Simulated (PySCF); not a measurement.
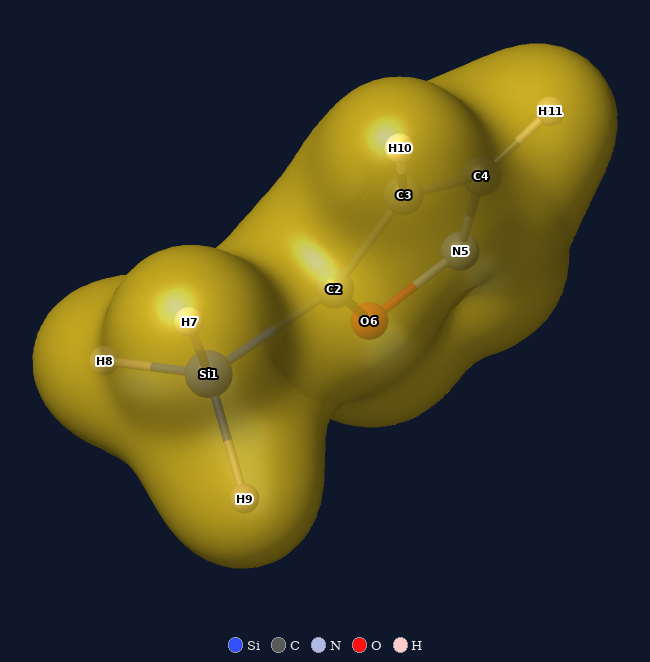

Figure. C3H5NOSi (SMILES [SiH3]c1ccno1). Isosurface of the electron density at 0.1 e/Å³ (yellow), seen at an oblique angle.

Geometry: GFN2-xTB.

All numbers below come from PBE0/pcSseg-1, SCF density, gas phase, non-relativistic in PySCF 2.14.0.

```xyz
11

Si    1.9593    0.0313   -0.1450
C     0.0840   -0.0964   -0.1273
C    -0.9067    0.4606    0.6402
C    -2.0969   -0.0719    0.1032
N    -1.8358   -0.8723   -0.8927
O    -0.4928   -0.8931   -1.0417
H     2.3201    0.9527    0.9321
H     2.5113   -1.3018    0.0896
H     2.3708    0.5503   -1.4481
H    -0.7980    1.1422    1.4573
H    -3.1097    0.1009    0.4065
```

> How is the density connected at this value?

At this value the surface is in one piece. It bridges the sampled C–N (1.30 Å), C–O (1.34 Å), N–O (1.35 Å) and C–C (1.37 Å) contacts, where the density stays above the isovalue. On the grid the lowest density along these lines, outside the cores, is 2.5 e/Å³ (C–N, 1.30 Å), 2 e/Å³ (C–O, 1.34 Å), 2.4 e/Å³ (N–O, 1.35 Å) and 2.2 e/Å³ (C–C, 1.37 Å).
